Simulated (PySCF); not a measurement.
Molecule: C₂H₄Cl₂, SMILES ClCCCl. Atoms near the plane z = 0.8 Å, at the CAM-B3LYP/def2-SVP optimised geometry (x, y, z in Å): Cl1 (1.7, -0.7, 0.0), C2 (-0.1, -0.7, 0.0), C3 (-0.6, 0.7, 0.0), H5 (-0.4, -1.2, 0.9), H7 (-1.7, 0.6, 0.1), H8 (-0.2, 1.3, 0.8).

Calculation: CAM-B3LYP/def2-TZVP (PySCF). The values are rescaled to run from 0 to 1.

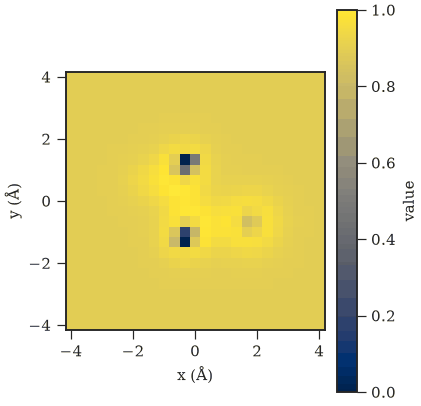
Figure. a field on the plane z = 0.8 Å.

Question: Which quantity is mapped?
(A) deformation density (molecule minus spherical neutral atoms)
(B) electron localisation function
(C) Laplacian of the electron density
(D) log10 of the electron density

Answer: C, Laplacian of the electron density. In full: Laplacian of the electron density (e/bohr⁵), clipped to [-1.50, 1.50].
